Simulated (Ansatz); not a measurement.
**GeHCl3 (SMILES [Cl][GeH]([Cl])[Cl]) at RPA@PBE0/cc-pVDZ**

Aim: the energy change on altering one bond length of GeHCl3 at RPA@PBE0/cc-pVDZ, from 2 runs. 

The results are computed with Ansatz 0.2.0.

61 further runs of the same task are left out: 12 that didn't finish, 49 set aside as unsound or not needed. Runs told in other sessions of the task aren't counted.

## 1. The molecule

The species is GeHCl3 (5 atoms), meant as a singlet with charge 0. As SMILES, `[Cl][GeH]([Cl])[Cl]`. Geometry: relaxed at PBE0-D4/def2-TZVP.

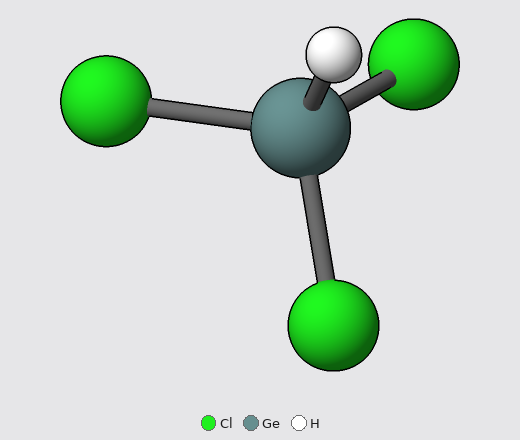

The structure, seen from a chosen angle (chlorine green, germanium teal, hydrogen white).

## 2. The energy at RPA@PBE0/cc-pVDZ

in.yaml

```yaml
crystal:
  periodic: [false, false, false]
  atoms:
    - symbol: Cl
      position_ang: [-1.177700, -0.012800, 1.700700]
    - symbol: Ge
      position_ang: [0.102400, 0.090600, 0.006200]
    - symbol: Cl
      position_ang: [1.117900, -1.767600, -0.185300]
    - symbol: Cl
      position_ang: [-1.095100, 0.385600, -1.725800]
    - symbol: H
      position_ang: [1.102600, 1.230700, 0.163000]
basis:
  gaussian:
    orbitals: cc-pVDZ
magnetization:
  spin_polarized: false
hamiltonian:
  xc: {name: PBE0}
correlation:
  method: rpa
  frozen_orbitals: {Cl: 5, Ge: 9, H: 0}
accuracy: high
```

On the command line:

```
ansatz run in.yaml --threads 1 --pin off --max-ram 3480MiB --events-out events.jsonl --progress --plain --runs-dir runs
```

The program printed:

```text
Warning: RAYON_NUM_THREADS=1 ignored (pool sized by the plan → 1); use --threads N
Functional definition: PBE0
  name "PBE0"
  parameter a = 0.25
  parameter kappa = 0.804
  parameter beta = 0.06672455060314922
  exchange = (1 - a)*pbe_x(kappa = kappa, mu = beta*pi^2/3) + a*exact_x
  correlation = pbe_c(beta = beta)
1925 factors; integrals over basis functions are off by at most 4.6e-9 eV
mean field evaluation 1: about -94085.0372 eV, gradient 1.9e1 eV
mean field evaluation 2: about -94085.1285 eV, gradient 1.9e1 eV
mean field evaluation 4: about -94086.0279 eV, gradient 2.1e0 eV
mean field evaluation 8: about -94086.0415 eV, gradient 7.6e-2 eV
mean field evaluation 16: about -94086.0416 eV, gradient 5.8e-6 eV
mean field -94086.04156281 eV, -3457.5982536238 hartree, gradient 4.8e-8 eV, S^2 0.000000; 0 other end points of the search recorded, 0 dependent functions left out
24 core orbitals not correlated: weight in the atoms' cores, before any rotation towards them, 1.000 or more for the frozen orbitals, at most 0.000 for the correlated occupied ones
reference -94002.76775975 eV, -3454.5379978065 hartree; 18, 18 occupied and 44, 44 virtual orbitals, 1925 factors
Total energy: -94022.90470928 eV, -3455.2780170523 hartree
```

Run time: 31 s. Hardware: 1 thread of Arm Neoverse N1, shared host; peak memory 0.36 GiB.

## 3. The distorted shape

run.yaml

```yaml
crystal:
  periodic: [false, false, false]
  atoms:
    - {symbol: Cl, position_ang: [-2.396306, 2.217050, 1.930501]}
    - {symbol: Ge, position_ang: [-1.116206, 2.320450, 0.236001]}
    - {symbol: Cl, position_ang: [1.117900, -1.767600, -0.185300]}
    - {symbol: Cl, position_ang: [-2.313706, 2.615450, -1.495999]}
    - {symbol: H, position_ang: [-0.116006, 3.460550, 0.392801]}
basis:
  gaussian:
    orbitals: cc-pVDZ
hamiltonian:
  xc: {name: PBE0}
correlation:
  method: rpa
  frozen_orbitals: {Cl: 5, Ge: 9, H: 0}
accuracy: high
```

On the command line:

```
ansatz run run.yaml --threads 1 --pin off --max-ram 3480MiB --events-out events.jsonl --progress --plain --runs-dir runs
```

The program printed, shortened:

```text
Warning: RAYON_NUM_THREADS=1 ignored (pool sized by the plan → 1); use --threads N
[... 2 set-up lines as earlier in the session ...]
[...]
1823 factors; integrals over basis functions are off by at most 4.4e-9 eV
[...]
mean field -94081.37921593 eV, -3457.4269155362 hartree, gradient 2.6e-8 eV, S^2 0.000000; 4 other end points of the search recorded, 0 dependent functions left out; unrestricted orbitals would lower it
unrestricted determinant -94000.45480765 eV, -3454.4529983844 hartree, S^2 1.0106
24 core orbitals not correlated: weight in the atoms' cores, before any rotation towards them, 1.000 or more for the frozen orbitals, at most 0.000 for the correlated occupied ones
reference -93996.65053833 eV, -3454.3131940657 hartree; 18, 18 occupied and 44, 44 virtual orbitals, 1823 factors
Total energy: -94018.58386093 eV, -3455.1192288040 hartree
```

Run time: 55 s. Hardware: 1 thread of Arm Neoverse N1, shared host; peak memory 0.6 GiB.

## 4. What came out

Level: RPA@PBE0/cc-pVDZ, 24 core orbitals frozen.

| quantity | value |
| --- | --- |
| first shape: total energy | -3455.27802 Eh |
| first shape: RPA correlation energy (valence) | -740.0 mEh |
| distorted shape: total energy | -3455.11923 Eh |
| distorted shape: RPA correlation energy (valence) | -806.0 mEh |
| energy change with the Ge2–Cl3 bond stretched from 2.126 to 4.678 Å | 4.321 eV |

What this shows: One bond (distorted shape) is far stretched, which a spin-restricted single reference describes badly; a broken-symmetry solution may lie lower. With the Ge2–Cl3 bond stretched from 2.126 to 4.678 Å the energy rises by 4.32 eV (417 kJ/mol). The first shape isn't relaxed at this level, so the change isn't measured from a minimum. A restricted reference can't describe the breaking bond well at this length. The restricted solution (distorted shape) is unstable to spin breaking: an unrestricted one lies lower.
